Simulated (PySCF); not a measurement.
## Core-level calculation of C3H5SSi (charge −1)

- system: C3H5SSi, charge −1
- method: delta-SCF UKS SCAN, pcX-2 on the ionised atom, pcseg-1 elsewhere, spin-free X2C (PySCF 2.14.0)

It belongs to a series of runs on one base structure; here: H on C replaced by SSiH3. Figures and captions count atoms from 1; the log counts them from 0 in places.

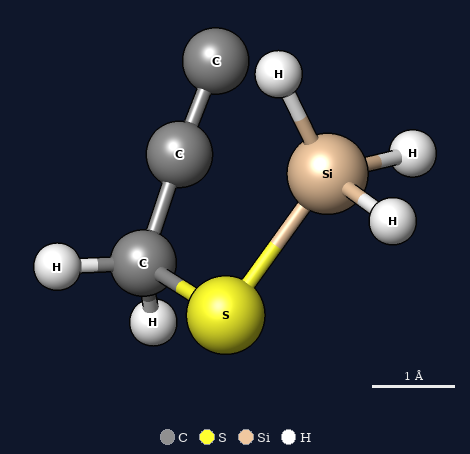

The input geometry (ball-and-stick view, seen at a tilt). Bond lengths as drawn: C–C 1.25 to 1.45 Å, C–H 1.11 Å, C–S 1.87 Å, H–Si 1.49 to 1.53 Å and S–Si 2.15 Å.

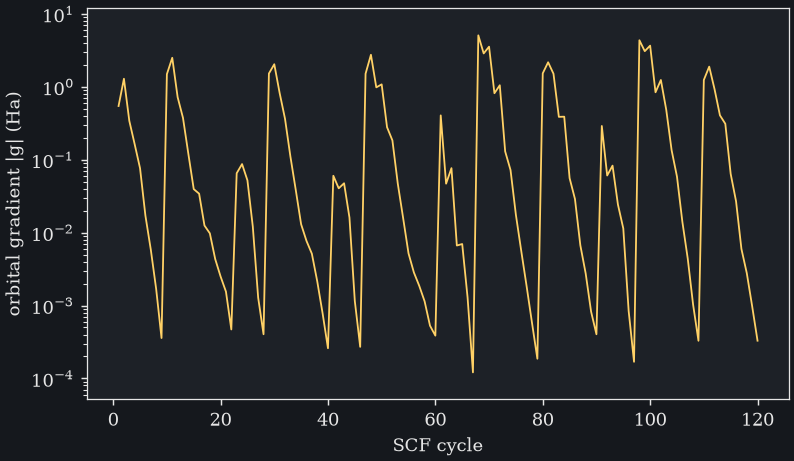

Convergence of the self-consistent field: orbital gradient |g| against the SCF cycle. All cycles printed in the log are drawn one after another.

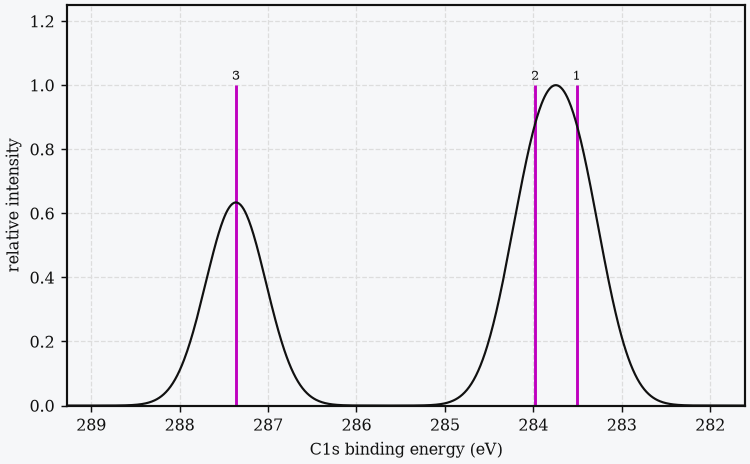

C1s binding energies by ΔSCF of the atoms computed, labelled by atom number, with a Gaussian envelope of 0.8 eV full width. They run from 283.51 eV (atom 1) to 287.36 eV (atom 3).

These pictures come from the run below.

Input file:
```
{"job": {"kind": "xps"}, "charge": -1, "multiplicity": 1}
C     -1.652518     1.378007     0.318471
C     -1.383034     0.154725     0.272565
C     -0.970527    -1.233120     0.200167
S      0.860074    -1.311866    -0.169902
Si     1.196080     0.814166    -0.271220
H     -1.475826    -1.802628    -0.601274
H     -1.122395    -1.788698     1.143652
H      2.688612     0.684134    -0.580527
H      1.188939     1.587670     1.001747
H      0.676250     1.551952    -1.456316
```

The first line tells a small driver script what to run in PySCF; the rest is the geometry in Å.

Command:
```bash
OMP_NUM_THREADS=1 python <driver script> task.json out
```

What the program printed:
```
ground state, core basis on atom 0 (C), 134 functions
  cycle   1  E = -806.33388952  |g| = 5.45e-01
  cycle   2  E = -805.82275349  |g| = 1.29e+00
  cycle   3  E = -806.40466708  |g| = 3.41e-01
  cycle   4  E = -806.43403471  |g| = 1.63e-01
  cycle   5  E = -806.43959252  |g| = 7.64e-02
  cycle   6  E = -806.44122652  |g| = 1.71e-02
  cycle   7  E = -806.44131003  |g| = 5.86e-03
  cycle   8  E = -806.44131826  |g| = 1.69e-03
  cycle   9  E = -806.44132046  |g| = 3.58e-04
  E(ground) = -806.49189983 Eh
hole in C 1s of atom 0
  cycle   1  E = -795.42663460  |g| = 1.49e+00
[... 12 cycles left out ...]
  E(ion) = -796.07303207 Eh   <S^2> = 0.9062   hole on atom = 1.000   binding energy = 283.512 eV
ground state, core basis on atom 1 (C), 134 functions
[... 6 cycles left out ...]
  E(ground) = -806.49488787 Eh
hole in C 1s of atom 1
[... 12 cycles left out ...]
  E(ion) = -796.05881739 Eh   <S^2> = 0.8173   hole on atom = 1.000   binding energy = 283.980 eV
ground state, core basis on atom 2 (C), 134 functions
[... 6 cycles left out ...]
  E(ground) = -806.49029809 Eh
hole in C 1s of atom 2
[... 14 cycles left out ...]
  E(ion) = -795.92987564 Eh   <S^2> = 0.7848   hole on atom = 1.000   binding energy = 287.364 eV
ground state, core basis on atom 3 (S), 145 functions
[... 7 cycles left out ...]
  E(ground) = -806.62248527 Eh
hole in S 1s of atom 3
[... 12 cycles left out ...]
  E(ion) = -715.77524986 Eh   <S^2> = 0.7516   hole on atom = 1.000   binding energy = 2472.079 eV
hole in S 2p of atom 3
[... 11 cycles left out ...]
  E(ion) = -800.57341660 Eh   <S^2> = 0.7537   hole on atom = 1.001   binding energy = 164.604 eV
  2p3/2 = 164.340 eV   2p1/2 = 165.584 eV
ground state, core basis on atom 4 (Si), 145 functions
[... 7 cycles left out ...]
  E(ground) = -806.54275439 Eh
hole in Si 1s of atom 4
[... 12 cycles left out ...]
  E(ion) = -738.83402497 Eh   <S^2> = 0.7529   hole on atom = 1.000   binding energy = 1842.448 eV
hole in Si 2p of atom 4
[... 1 cycle left out ...]
  cycle   2  E = -800.49010784  |g| = 1.89e+00
  cycle   3  E = -802.17925782  |g| = 9.24e-01
  cycle   4  E = -802.64739310  |g| = 4.06e-01
  cycle   5  E = -802.68348377  |g| = 3.11e-01
  cycle   6  E = -802.74196493  |g| = 6.39e-02
  cycle   7  E = -802.74399279  |g| = 2.69e-02
  cycle   8  E = -802.74447652  |g| = 5.98e-03
  cycle   9  E = -802.74449596  |g| = 2.78e-03
  cycle  10  E = -802.74449983  |g| = 9.78e-04
  cycle  11  E = -802.74450120  |g| = 3.29e-04
  E(ion) = -802.76568391 Eh   <S^2> = 0.7527   hole on atom = 1.003   binding energy = 102.779 eV
  2p3/2 = 102.540 eV   2p1/2 = 103.164 eV
```

Key numbers:

```csv
quantity,value
outcome,converged
hardware,"1 CPU thread, shared host"
wall time,59 s
peak memory,0.55 GiB
```

Remarks:

The core-hole state is spin-contaminated.
